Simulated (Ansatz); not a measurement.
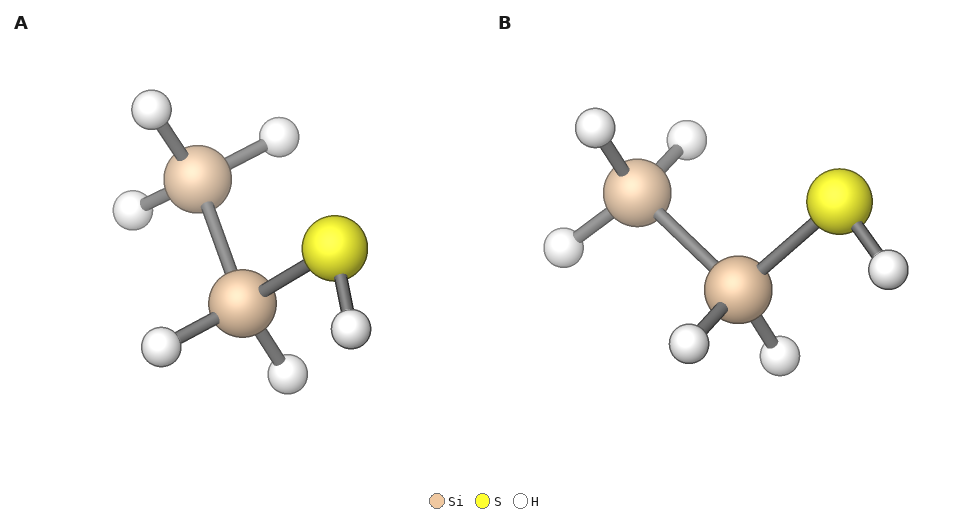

Depth is shown by fading: the farther an atom, the more it takes the colour of the background. The geometry was computed by an optimisation with PBE-D4/def2-SVP. No frequency run is at hand to confirm it as a minimum.

Question: How are A and B related: the same structure turned, mirror images, conformers, diastereomers or constitutional isomers?

Answer: They are the same structure, H6SSi2, seen from two directions. With point group Cs it is achiral, so its mirror image would be the same too.
